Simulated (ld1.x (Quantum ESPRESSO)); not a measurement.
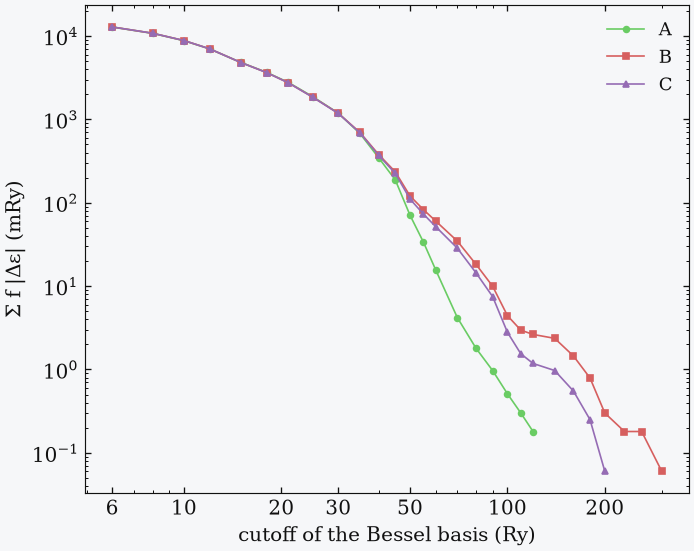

The occupation-weighted error of the valence levels in a spherical-Bessel basis for 3 variants of one potential.

Base settings:

| Item | Value |
| --- | --- |
| Element | vanadium |
| Generator | ld1.x (Quantum ESPRESSO) 7.5 |
| Type | norm-conserving Troullier–Martins (Kleinman–Bylander form) |
| Functional | LDA (PZ) |
| Relativity | scalar-relativistic |
| Frozen core | [Ne] 3s2 |
| Valence charge | 11 |
| Reference configuration | 3p6 3d3 4s1 4p1 |
| Partial waves | 4s (bound): rc 2.40 bohr; 3d (bound): rc 1.85 bohr; 3p (bound): rc 1.35 bohr |
| Local potential | the p channel |
| Core correction | Bessel-smoothed model core, default radius (core density twice the valence density) |

The variants differ in the radius of the p channel: 0.86 bohr, 1.04 bohr, 1.30 bohr. Which curve belongs to which value?

Answer. A: 1.30 bohr; B: 0.86 bohr; C: 1.04 bohr.

Of the 4 potentials behind this page, the base run counted, 4 are unsound (ghost states, missed reference levels or an overlap that isn't positive definite).
